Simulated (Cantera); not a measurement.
Feed: 1 mol Al(CH3)3, 13 mol N2O, 4 mol H2, a varied amount of NH3, held at 1725 °C and 11.0 mbar.

Method: chemical equilibrium by Gibbs-energy minimisation in Cantera with the NASA 1993 tables (ideal gas, pure condensed phases). Candidate condensed phases: Al, AlN, Al2O3, C, C6H6, C7H8, C8H18, H2O; 148 gas species. The feed counts by its element totals alone. Rates play no part.

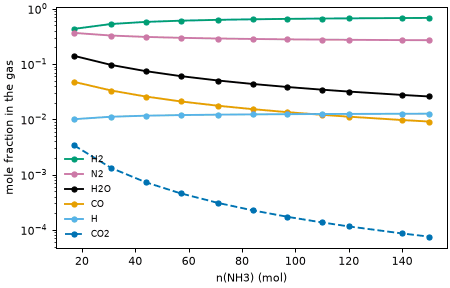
Fig. 1. Equilibrium gas composition (values under 1e-9 drawn at 1e-9)

### Question
Read off the mole fractions at 57 mol NH3.

### Answer
H2 about 0.61, N2 about 0.30, H2O about 0.060, CO about 0.021, H about 0.012, CO2 about 0.00046.
